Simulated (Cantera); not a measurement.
Charge: 1 mol SiH₄, 4.2 mol HCl, 3.1 mol H₂, held at 2500 Pa.

Equilibrium computed with Cantera from the NASA thermochemical tables; the gas is ideal and each condensed phase is pure. Candidate condensed phases: Si; 19 gas species. The tables' values for SiCl₃, SiCl are old estimates; treat these amounts as uncertain. Gases not in the tables: Si₂H₆ and higher silanes. Kinetics and transport are ignored.

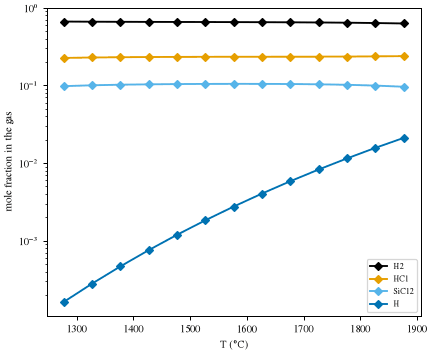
*Equilibrium gas composition (values under 1e-9 drawn at 1e-9)*

### Question
Read off the mole fractions at 1727 °C.

### Answer
H₂ about 0.65, HCl about 0.23, SiCl₂ about 0.10, H about 0.0083.
